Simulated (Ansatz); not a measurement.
# SiCl2OF (SMILES [O][Si](F)(Cl)Cl): UPBE/cc-pVDZ

Aim: the energy change on altering one bond length of SiCl2OF at UPBE/cc-pVDZ, from 2 runs. 

The results are computed with Ansatz 0.2.0.

73 further runs of the same task are left out: 9 that didn't finish, 64 set aside as unsound or not needed.

## 1. Starting point

The species is SiCl2OF (5 atoms), meant as a doublet with charge 0. As SMILES, `[O][Si](F)(Cl)Cl`. The coordinates come from a PBE0-D4/def2-TZVP relaxation.

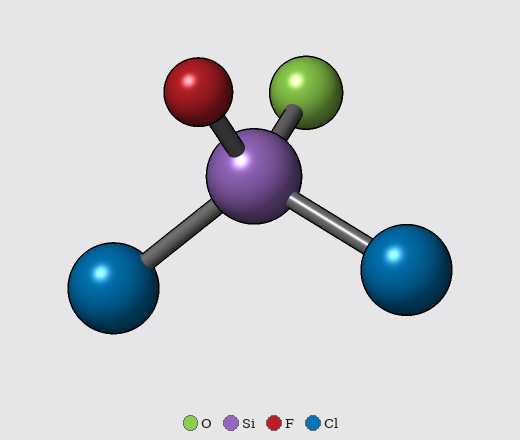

Viewed from a chosen angle; oxygen green, silicon purple, fluorine red, chlorine blue.

## 2. A single-point energy at UPBE/cc-pVDZ

Contents of input.yaml:

```yaml
crystal:
  periodic: [false, false, false]
  atoms:
    - symbol: O
      position_ang: [1.205200, -1.120900, 0.351000]
    - symbol: Si
      position_ang: [0.002000, -0.037300, 0.071900]
    - symbol: F
      position_ang: [-0.944500, 0.175500, 1.311100]
    - symbol: Cl
      position_ang: [-1.088600, -0.815800, -1.428500]
    - symbol: Cl
      position_ang: [0.875700, 1.725000, -0.347000]
basis:
  gaussian:
    orbitals: cc-pVDZ
magnetization:
  spin_polarized: true
  initial_magnetization: 1
hamiltonian:
  xc: pbe
accuracy: high
output: {orbitals: {seedname: orbitals}}
```

Launch:

```
$ ansatz run input.yaml --threads 1 --pin off --max-ram 3480MiB --events-out events.jsonl --progress --plain --runs-dir runs
```

The program printed:

```text
Warning: RAYON_NUM_THREADS=1 ignored (pool sized by the plan → 1); use --threads N
Functional definition: PBE
  name "PBE"
  parameter kappa = 0.804
  parameter beta = 0.06672455060314922
  exchange = pbe_x(kappa = kappa, mu = beta*pi^2/3)
  correlation = pbe_c(beta = beta)
1763 factors; integrals over basis functions are off by at most 3.0e-9 eV
mean field evaluation 1: about -37657.1181 eV, gradient 5.3e1 eV
mean field evaluation 2: about -37439.3877 eV, gradient 1.5e2 eV
mean field evaluation 4: about -37665.9656 eV, gradient 3.7e1 eV
mean field evaluation 8: about -37670.9400 eV, gradient 9.0e-1 eV
mean field evaluation 16: about -37670.9448 eV, gradient 5.3e-3 eV
mean field evaluation 32: about -37670.9448 eV, gradient 1.7e-8 eV
mean field -37670.94483153 eV, -1384.3816882752 hartree, gradient 1.7e-8 eV, S^2 0.752320; 6 other end points of the search recorded, 0 dependent functions left out
reference -37670.94483438 eV, -1384.3816883801 hartree; 33, 32 occupied and 49, 50 virtual orbitals, 1763 factors
Total energy: -37670.94483438 eV, -1384.3816883801 hartree
```

Wall time 21 s (1 thread of Arm Neoverse V2, shared host); peak memory 0.27 GiB.

## 3. The distorted shape, same level

Contents of input.yaml:

```yaml
crystal:
  periodic: [false, false, false]
  atoms:
    - {symbol: O, position_ang: [2.513923, -0.186698, 2.151484]}
    - {symbol: Si, position_ang: [1.310723, 0.896902, 1.872384]}
    - {symbol: F, position_ang: [0.364223, 1.109702, 3.111584]}
    - {symbol: Cl, position_ang: [-1.088600, -0.815800, -1.428500]}
    - {symbol: Cl, position_ang: [2.184423, 2.659202, 1.453484]}
basis:
  gaussian: {orbitals: cc-pVDZ}
accuracy: high
hamiltonian: {xc: {name: PBE}}
output: {orbitals: {seedname: orbitals}}
magnetization: {spin_polarized: true, initial_magnetization: 1}
```

Launch:

```
$ ansatz run input.yaml --threads 1 --pin off --max-ram 3480MiB --events-out events.jsonl --progress --plain --runs-dir runs
```

The program printed:

```text
Warning: RAYON_NUM_THREADS=1 ignored (pool sized by the plan → 1); use --threads N
[... 6 set-up lines as earlier in the session ...]
1680 factors; integrals over basis functions are off by at most 3.3e-9 eV
mean field evaluation 1: about -37656.2510 eV, gradient 5.2e1 eV
mean field evaluation 2: about -37456.1603 eV, gradient 1.4e2 eV
mean field evaluation 4: about -37655.2031 eV, gradient 4.4e1 eV
mean field evaluation 8: about -37667.3156 eV, gradient 7.7e0 eV
mean field evaluation 16: about -37667.7226 eV, gradient 1.0e0 eV
mean field evaluation 32: about -37667.7410 eV, gradient 2.7e-4 eV
mean field evaluation 64: about -37667.7389 eV, gradient 3.4e-2 eV
mean field evaluation 96: about -37666.3391 eV, gradient 1.2e1 eV
mean field evaluation 128: about -37667.7312 eV, gradient 1.1e-1 eV
mean field evaluation 160: about -37667.7359 eV, gradient 5.2e-1 eV
mean field -37667.74095061 eV, -1384.2639478230 hartree, gradient 2.0e-8 eV, S^2 0.755333; 10 other end points of the search recorded, 0 dependent functions left out
reference -37667.74095400 eV, -1384.2639479477 hartree; 33, 32 occupied and 49, 50 virtual orbitals, 1680 factors
Total energy: -37667.74095400 eV, -1384.2639479477 hartree
```

Wall time 64 s (1 thread of Arm Neoverse V2, shared host); peak memory 0.26 GiB.

## 4. Outcome

At UPBE/cc-pVDZ:

| quantity | value |
| --- | --- |
| first shape: total energy | -1384.38169 Eh |
| first shape: HOMO energy (highest over α and β) | -7.70 eV |
| first shape: LUMO energy (lowest over α and β) | -7.03 eV |
| first shape: ⟨S²⟩ | 0.752 |
| distorted shape: total energy | -1384.26395 Eh |
| distorted shape: HOMO energy (highest over α and β) | -7.25 eV |
| distorted shape: LUMO energy (lowest over α and β) | -7.23 eV |
| distorted shape: ⟨S²⟩ | 0.755 |
| energy change with the Si2–Cl4 bond stretched from 2.012 to 4.426 Å | 3.204 eV |

In words: With the Si2–Cl4 bond stretched from 2.012 to 4.426 Å the energy rises by 3.20 eV (74 kcal/mol). The first shape isn't relaxed at this level, so the change isn't measured from a minimum.
